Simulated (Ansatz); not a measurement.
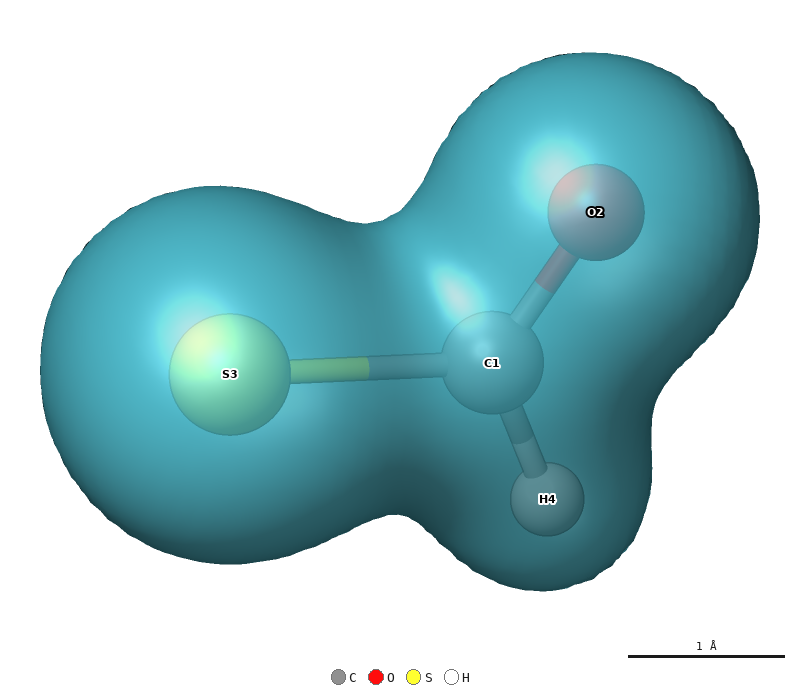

Figure. CHOS (SMILES O=C[S]) (doublet). Isosurface of the total electron density at 0.2 e/Å³ (cyan), seen at a tilt.

Geometry: B3LYP-D3(BJ)/6-311G**.

Computed with isolated molecule in a Gaussian basis; Kohn-Sham density functional theory, functional PBE0 in Ansatz 0.2.0.

Question: What does this surface tell about the bonding?

Answer: At this value the surface is in one piece. It bridges the sampled C–O (1.20 Å), C–S (1.78 Å) and C–H (1.10 Å) contacts, where the density stays above the isovalue. On the grid the lowest density along these lines, outside the cores, is 2.9 e/Å³ (C–O, 1.20 Å), 1.3 e/Å³ (C–S, 1.78 Å) and 1.9 e/Å³ (C–H, 1.10 Å).
